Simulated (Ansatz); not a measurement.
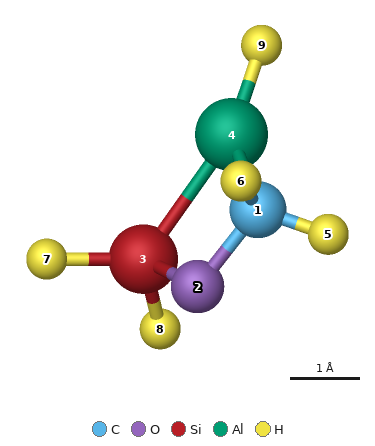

The input geometry (ball-and-stick view, seen at a tilt; atoms are numbered from 1 in the order of the input). Sticks mark near contacts. Bond lengths as drawn: Al–C 1.92 Å, Al–H 1.48 Å, Al–Si 2.25 Å, C–H 1.10 Å, C–O 1.46 Å, H–Si 1.43 Å and O–Si 1.73 Å.

Geometry relaxation, with input and output: CH$_{5}$AlOSi (charge +1)

CH$_{5}$AlOSi, charge +1, multiplicity 2, computed with HF/STO-3G, UHF (Ansatz 0.2.0).

The starting geometry was optimised with HF/STO-3G. Figures and captions count atoms from 1; the log counts them from 0 in places.

### The input
```yaml
crystal:
  periodic: [false, false, false]
  atoms:
    - {symbol: C, position_ang: [-0.303344, 1.003794, -0.643544]}
    - {symbol: O, position_ang: [0.655091, -0.004773, -1.090023]}
    - {symbol: Si, position_ang: [0.714032, -1.183739, 0.180498]}
    - {symbol: Al, position_ang: [-0.793201, 0.242960, 1.054068]}
    - {symbol: H, position_ang: [-1.103476, 1.100246, -1.385740]}
    - {symbol: H, position_ang: [0.185132, 1.984165, -0.615981]}
    - {symbol: H, position_ang: [2.055770, -1.307521, 0.658923]}
    - {symbol: H, position_ang: [0.377537, -2.471222, -0.342522]}
    - {symbol: H, position_ang: [-1.699241, 0.589790, 2.167122]}
basis:
  gaussian:
    orbitals: STO-3G
magnetization:
  spin_polarized: true
  initial_magnetization: 1
relax: {}
hamiltonian:
  xc: hf
total_charge: 1
```

Run on 1 thread of AMD EPYC (Zen 5), 16 GiB of memory available, shared host.

Launched with:
```bash
ansatz run in.yaml --threads 1 --pin off --max-ram 3480MiB --events-out events.jsonl --progress --plain --runs-dir runs
```

### Output
```
The last accepted step is kept in runs//last_step.txt (removed where the run ends without a failure and the disk answers)
Functional definition: HF
  name "HF"
  exchange = exact_x
  correlation = 0
448 factors; integrals over basis functions are off by at most 1.3e-5 eV
mean field evaluation 1: about -17369.9566 eV, gradient 2.5e1 eV
mean field evaluation 2: about -17370.0552 eV, gradient 2.5e1 eV
mean field evaluation 4: about -17375.2274 eV, gradient 2.0e0 eV
mean field evaluation 8: about -17375.3085 eV, gradient 4.6e-1 eV
mean field evaluation 16: about -17377.6070 eV, gradient 1.5e0 eV
mean field evaluation 32: about -17376.9731 eV, gradient 1.6e0 eV
mean field evaluation 64: about -17377.5889 eV, gradient 2.3e0 eV
mean field evaluation 96: about -17375.2019 eV, gradient 4.6e-1 eV
mean field -17377.72358963 eV, -638.6195628747 hartree, gradient 1.1e-5 eV, S^2 0.758774; 4 other end points of the search recorded, 0 dependent functions left out
the calculation of the forces begins
reference -17377.72358963 eV, -638.6195628747 hartree; 23, 22 occupied and 10, 11 virtual orbitals, 448 factors
relax step   1: F+E_penalty+E_count = -17377.72358963 eV  Δ(F+E_penalty+E_count) = +0.000e0 eV  max|allowed force component| = 3.770e0 eV/Å  Δτ_max = 0.0000 Å  (254 SCF iters, accepted)
these checks for a lower state are left out or cut short: starts, cluster_reference, orbital_swaps, neighbouring_geometries, increment
448 factors; integrals over basis functions are off by at most 1.8e-5 eV
mean field evaluation 128: about -17377.9511 eV, gradient 3.6e0 eV
mean field -17378.15104359 eV, -638.6352715179 hartree, gradient 2.3e-5 eV, S^2 0.759782; 0 other end points of the search recorded, 0 dependent functions left out
the calculation of the forces begins
reference -17378.15104359 eV, -638.6352715179 hartree; 23, 22 occupied and 10, 11 virtual orbitals, 448 factors
relax step   2: F+E_penalty+E_count = -17378.15104359 eV  Δ(F+E_penalty+E_count) = -4.275e-1 eV  max|allowed force component| = 1.833e0 eV/Å  Δτ_max = 0.1352 Å  (39 SCF iters, accepted)
these checks for a lower state are left out or cut short: starts, cluster_reference, orbital_swaps, neighbouring_geometries, increment
448 factors; integrals over basis functions are off by at most 1.6e-5 eV
mean field -17378.25819951 eV, -638.6392094254 hartree, gradient 6.9e-6 eV, S^2 0.760464; 0 other end points of the search recorded, 0 dependent functions left out
the calculation of the forces begins
reference -17378.25819951 eV, -638.6392094254 hartree; 23, 22 occupied and 10, 11 virtual orbitals, 448 factors
relax step   3: F+E_penalty+E_count = -17378.25819951 eV  Δ(F+E_penalty+E_count) = -1.072e-1 eV  max|allowed force component| = 4.975e-1 eV/Å  Δτ_max = 0.0630 Å  (37 SCF iters, accepted)
these checks for a lower state are left out or cut short: starts, cluster_reference, orbital_swaps, neighbouring_geometries, increment
448 factors; integrals over basis functions are off by at most 1.4e-5 eV
mean field -17378.27211507 eV, -638.6397208131 hartree, gradient 1.2e-5 eV, S^2 0.760860; 0 other end points of the search recorded, 0 dependent functions left out
the calculation of the forces begins
reference -17378.27211507 eV, -638.6397208131 hartree; 23, 22 occupied and 10, 11 virtual orbitals, 448 factors
relax step   4: F+E_penalty+E_count = -17378.27211507 eV  Δ(F+E_penalty+E_count) = -1.392e-2 eV  max|allowed force component| = 1.375e-1 eV/Å  Δτ_max = 0.0252 Å  (34 SCF iters, accepted)
these checks for a lower state are left out or cut short: starts, cluster_reference, orbital_swaps, neighbouring_geometries, increment
448 factors; integrals over basis functions are off by at most 1.5e-5 eV
mean field -17378.27330206 eV, -638.6397644340 hartree, gradient 2.4e-5 eV, S^2 0.760835; 0 other end points of the search recorded, 0 dependent functions left out
the calculation of the forces begins
reference -17378.27330206 eV, -638.6397644340 hartree; 23, 22 occupied and 10, 11 virtual orbitals, 448 factors
relax step   5: F+E_penalty+E_count = -17378.27330206 eV  Δ(F+E_penalty+E_count) = -1.187e-3 eV  max|allowed force component| = 5.321e-2 eV/Å  Δτ_max = 0.0066 Å  (34 SCF iters, accepted)
these checks for a lower state are left out or cut short: starts, cluster_reference, orbital_swaps, neighbouring_geometries, increment
448 factors; integrals over basis functions are off by at most 1.5e-5 eV
mean field evaluation 160: about -17378.2735 eV, gradient 1.2e-4 eV
mean field -17378.27345107 eV, -638.6397699099 hartree, gradient 2.3e-5 eV, S^2 0.760798; 0 other end points of the search recorded, 0 dependent functions left out
the calculation of the forces begins
reference -17378.27345107 eV, -638.6397699099 hartree; 23, 22 occupied and 10, 11 virtual orbitals, 448 factors
relax step   6: F+E_penalty+E_count = -17378.27345107 eV  Δ(F+E_penalty+E_count) = -1.490e-4 eV  max|allowed force component| = 1.513e-2 eV/Å  Δτ_max = 0.0021 Å  (34 SCF iters, accepted)
these checks for a lower state are left out or cut short: starts, cluster_reference, orbital_swaps, neighbouring_geometries, increment
448 factors; integrals over basis functions are off by at most 1.5e-5 eV
mean field -17378.27346318 eV, -638.6397703549 hartree, gradient 2.3e-5 eV, S^2 0.760781; 0 other end points of the search recorded, 0 dependent functions left out
the calculation of the forces begins
reference -17378.27346318 eV, -638.6397703549 hartree; 23, 22 occupied and 10, 11 virtual orbitals, 448 factors
relax step   7: F+E_penalty+E_count = -17378.27346318 eV  Δ(F+E_penalty+E_count) = -1.211e-5 eV  max|allowed force component| = 2.081e-3 eV/Å  Δτ_max = 0.0010 Å  (35 SCF iters, accepted)
448 factors; integrals over basis functions are off by at most 1.5e-5 eV
mean field evaluation 192: about -17377.7338 eV, gradient 2.1e0 eV
mean field evaluation 224: about -17367.6255 eV, gradient 1.7e1 eV
mean field evaluation 256: about -17370.2842 eV, gradient 1.6e1 eV
```

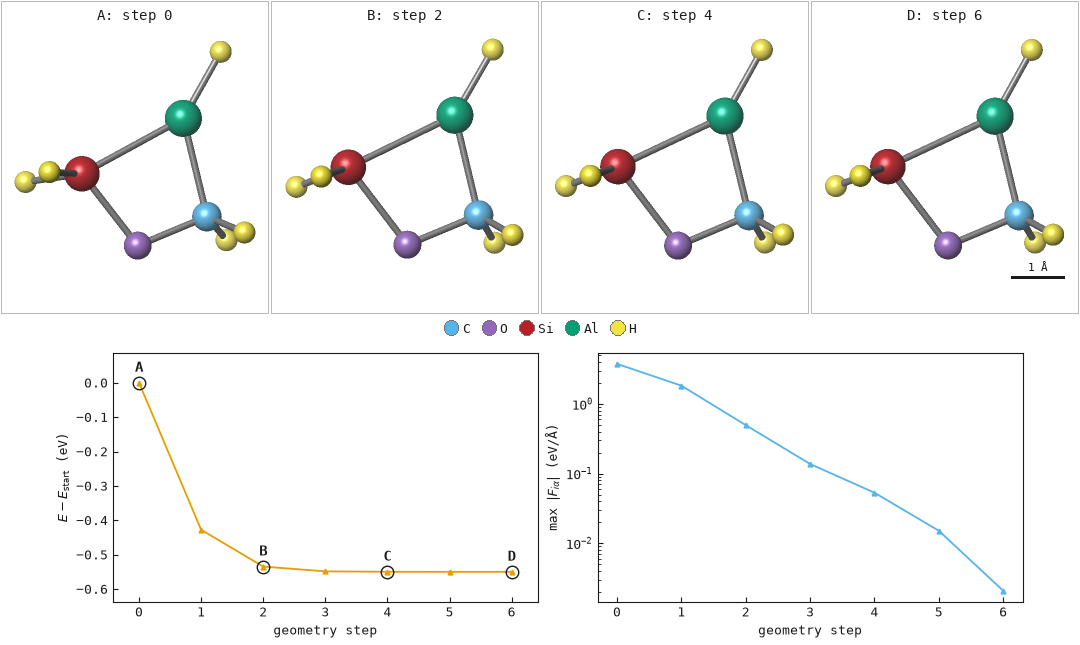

Frames of the relaxation (ball-and-stick view, seen at a tilt) above the curves, on which the letters mark them (the first geometry is step 0 here and step 1 in the log).

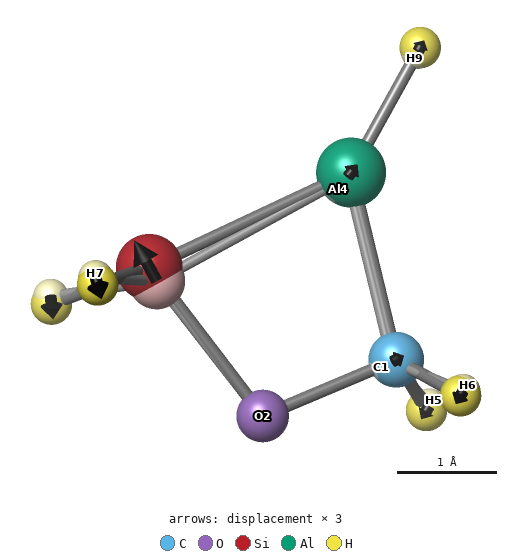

Start (faint) and end (solid) with the displacements as black arrows, magnified 3 times (ball-and-stick view, seen at a tilt). The two geometries are laid on each other by the best rigid fit. The energy falls by 0.550 eV in 6 geometry steps. Largest force component: 3.8 eV/Å at the start, 0.0021 eV/Å at the end. The largest move after the best rigid fit is that of Si3, 0.16 Å. Largest moves by element: Si 0.16 Å, H 0.08 Å, Al 0.05 Å, C 0.05 Å, O 0.01 Å. Distances before and after: O2–Si3 1.734 → 1.892 Å, Si3–Al4 2.252 → 2.308 Å, C1–O2 1.461 → 1.500 Å, C1–Al4 1.924 → 1.946 Å. Among the angles that change: O2–Si3–H7 109.6° → 100.1°, O2–C1–H5 109.4° → 104.6°, H7–Si3–H8 105.4° → 109.7°. (Atoms are counted from 1 in the order of the input.)

```
mean field -17378.27346318 eV, -638.6397703549 hartree, gradient 2.3e-5 eV, S^2 0.760781; 4 other end points of the search recorded, 0 dependent functions left out
the calculation of the forces begins
reference -17378.27346318 eV, -638.6397703549 hartree; 23, 22 occupied and 10, 11 virtual orbitals, 448 factors
Total energy: -17378.27346318 eV, -638.6397703549 hartree
Atom 0 at    -0.333837     1.033454    -0.627232 Å, force     0.002080    -0.001807    -0.000487 eV/Å
Atom 1 at     0.651203     0.000633    -1.088283 Å, force     0.000208     0.000648    -0.000705 eV/Å
Atom 2 at     0.702911    -1.276485     0.307293 Å, force     0.000312    -0.001172     0.000839 eV/Å
Atom 3 at    -0.828735     0.262647     1.090260 Å, force    -0.001096     0.000866     0.000533 eV/Å
Atom 4 at    -1.076934     1.083238    -1.427837 Å, force    -0.000324     0.000723     0.000084 eV/Å
Atom 5 at     0.222296     1.974667    -0.651076 Å, force    -0.000907     0.000582    -0.000454 eV/Å
Atom 6 at     2.099898    -1.265277     0.604420 Å, force    -0.000703    -0.000170    -0.000377 eV/Å
Atom 7 at     0.376691    -2.459225    -0.423921 Å, force     0.000283     0.000802     0.000154 eV/Å
Atom 8 at    -1.725194     0.600048     2.199177 Å, force     0.000147    -0.000472     0.000413 eV/Å
Dipole moment:    -0.224543     0.038726     0.332579 e Å
```

### Trajectory as extended XYZ (Å, eV, eV/Å), 7 frames, from step=1 to step=7
```
9
Properties=species:S:1:pos:R:3:forces:R:3 step=1 energy=-17377.72359
C    -0.3033    1.0038   -0.6435   -1.8104   2.1110   0.5987
O     0.6551   -0.0048   -1.0900    0.9116   1.4817  -3.2553
Si    0.7140   -1.1837    0.1805    0.3844  -3.7702   3.7354
Al   -0.7932    0.2430    1.0541   -0.6945   0.1319   1.0044
H    -1.1035    1.1002   -1.3857    0.4513  -0.3579  -0.3643
H     0.1851    1.9842   -0.6160    0.4657  -0.3512  -0.3549
H     2.0558   -1.3075    0.6589    0.1703   0.4665  -0.4858
H     0.3775   -2.4712   -0.3425   -0.0514   0.3123  -0.6188
H    -1.6992    0.5898    2.1671    0.1729  -0.0241  -0.2594
9
Properties=species:S:1:pos:R:3:forces:R:3 step=2 energy=-17378.15104
C    -0.3437    1.0280   -0.6041   -0.0881   0.5369  -0.4722
O     0.6246   -0.0235   -1.0185    0.4305   0.8071  -1.6612
Si    0.6908   -1.2496    0.2962    0.7440  -1.8334   0.8864
Al   -0.8401    0.2566    1.1156   -0.2106   0.1704   0.1606
H    -1.0539    1.0719   -1.4468    0.0588  -0.0614   0.4185
H     0.2426    1.9599   -0.6719   -0.2324  -0.2630   0.2440
H     2.1155   -1.2635    0.5660   -0.6325   0.1427   0.0220
H     0.4001   -2.4537   -0.4575   -0.0666   0.5336   0.3595
H    -1.7473    0.6276    2.2038   -0.0032  -0.0328   0.0424
9
Properties=species:S:1:pos:R:3:forces:R:3 step=3 energy=-17378.25820
C    -0.3323    1.0230   -0.6179   -0.0531   0.2400  -0.1835
O     0.6520   -0.0139   -1.0744   -0.0507   0.3698  -0.3449
Si    0.7034   -1.2668    0.2947    0.1034  -0.4975   0.4078
Al   -0.8336    0.2547    1.1075    0.1201  -0.0010  -0.2025
H    -1.0680    1.0751   -1.4308    0.0675  -0.0466   0.1559
H     0.2305    1.9648   -0.6545   -0.0741  -0.1435   0.0709
H     2.1062   -1.2456    0.5966   -0.1963  -0.0512  -0.0489
H     0.3672   -2.4520   -0.4411    0.0869   0.1459   0.1202
H    -1.7373    0.6143    2.2026   -0.0035  -0.0159   0.0250
9
Properties=species:S:1:pos:R:3:forces:R:3 step=4 energy=-17378.27211
C    -0.3359    1.0378   -0.6287    0.0282  -0.1375   0.1132
O     0.6494    0.0000   -1.0856    0.0116   0.0689  -0.0998
Si    0.7053   -1.2784    0.3053   -0.0508   0.0356   0.0449
Al   -0.8244    0.2565    1.0897   -0.0722   0.1080  -0.0036
H    -1.0797    1.0871   -1.4289    0.0152  -0.0101  -0.0041
H     0.2210    1.9787   -0.6513    0.0081  -0.0145  -0.0080
H     2.0992   -1.2671    0.6076    0.0556   0.0032  -0.0046
H     0.3766   -2.4616   -0.4203   -0.0047  -0.0378  -0.0409
H    -1.7232    0.6008    2.1950    0.0091  -0.0159   0.0029
9
Properties=species:S:1:pos:R:3:forces:R:3 step=5 energy=-17378.27330
C    -0.3339    1.0330   -0.6266    0.0277  -0.0366  -0.0041
O     0.6521    0.0005   -1.0905   -0.0381   0.0100   0.0532
Si    0.7028   -1.2757    0.3065    0.0044   0.0006  -0.0081
Al   -0.8287    0.2610    1.0918    0.0022   0.0247  -0.0321
H    -1.0768    1.0823   -1.4271   -0.0081   0.0114  -0.0035
H     0.2231    1.9735   -0.6500   -0.0057   0.0131  -0.0023
H     2.0990   -1.2646    0.6037    0.0201   0.0006   0.0058
H     0.3771   -2.4583   -0.4238   -0.0062  -0.0172  -0.0100
H    -1.7264    0.6020    2.1988    0.0038  -0.0067   0.0012
9
Properties=species:S:1:pos:R:3:forces:R:3 step=6 energy=-17378.27345
C    -0.3341    1.0335   -0.6269    0.0141  -0.0151  -0.0054
O     0.6512    0.0005   -1.0886   -0.0099   0.0088   0.0069
Si    0.7031   -1.2764    0.3068   -0.0031  -0.0003   0.0057
Al   -0.8287    0.2622    1.0907    0.0010   0.0035  -0.0060
H    -1.0770    1.0831   -1.4277   -0.0021   0.0039   0.0003
H     0.2226    1.9744   -0.6507   -0.0033   0.0033  -0.0006
H     2.0999   -1.2650    0.6043    0.0016  -0.0006  -0.0009
H     0.3767   -2.4593   -0.4240    0.0007  -0.0009  -0.0015
H    -1.7256    0.6008    2.1988    0.0009  -0.0025   0.0015
9
Properties=species:S:1:pos:R:3:forces:R:3 step=7 energy=-17378.27346
C    -0.3338    1.0335   -0.6272    0.0021  -0.0018  -0.0005
O     0.6512    0.0006   -1.0883    0.0002   0.0006  -0.0007
Si    0.7029   -1.2765    0.3073    0.0003  -0.0012   0.0008
Al   -0.8287    0.2626    1.0903   -0.0011   0.0009   0.0005
H    -1.0769    1.0832   -1.4278   -0.0003   0.0007   0.0001
H     0.2223    1.9747   -0.6511   -0.0009   0.0006  -0.0005
H     2.0999   -1.2653    0.6044   -0.0007  -0.0002  -0.0004
H     0.3767   -2.4592   -0.4239    0.0003   0.0008   0.0002
H    -1.7252    0.6000    2.1992    0.0001  -0.0005   0.0004
```

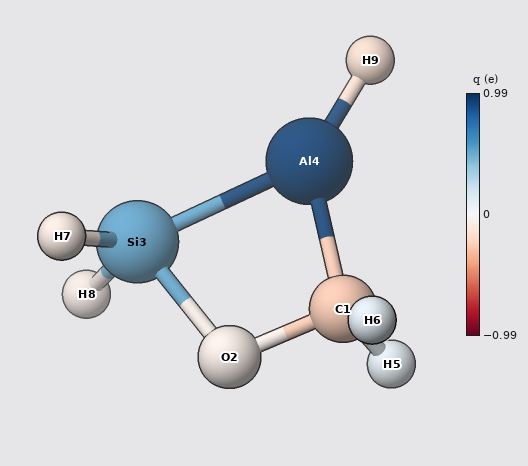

Mulliken charges, as the colour of each atom (ball-and-stick view, seen at a tilt; atoms are numbered from 1 in the order of the input; Mulliken charges depend strongly on the basis). By element: C −0.26, O −0.06, Si +0.53, Al +0.94 and H −0.17 to +0.11 e.

### Results in brief

| quantity | value |
| --- | --- |
| outcome | converged |
| total energy | −638.639770 hartree |
| basis functions | 33 |
| largest force | 0.003 eV/Å |
| ⟨S²⟩ | 0.761 |
| SCF solution under orbital rotations | stable |
| wall time | 4.2 s |
| peak memory | 0.14 GiB |
